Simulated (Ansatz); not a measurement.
# Pressure series in Mo2N

Consider Mo$_{2}$N (space group R-3m, No. 166; a = 2.874 Å, c = 14.777 Å (hexagonal axes); a cell from a computed database, its experimental status unchecked).

Cell and atoms are relaxed at each pressure.

Level of theory: PBEsol (Ansatz, a first-principles code, PAW, spin-orbit coupling left out).

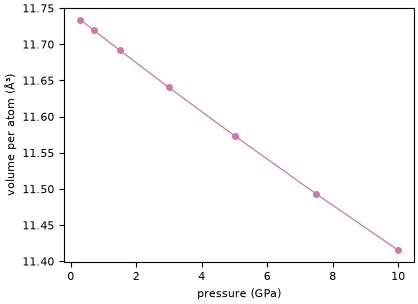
Fig. 1. Volume against pressure

Estimate the zero-pressure bulk modulus from the plot.

About 330 GPa; a third-order Birch–Murnaghan fit to the points gives V₀ = 11.74 Å³/atom, B₀ = 331 GPa and B₀′ = 4.4.

Load acts through the strain it causes; cell and atoms are relaxed under it. No phonon test of stability was made. Competing high-pressure phases were not computed. The final runs are not spin-polarised. An odd electron count without spin: Mo2N.
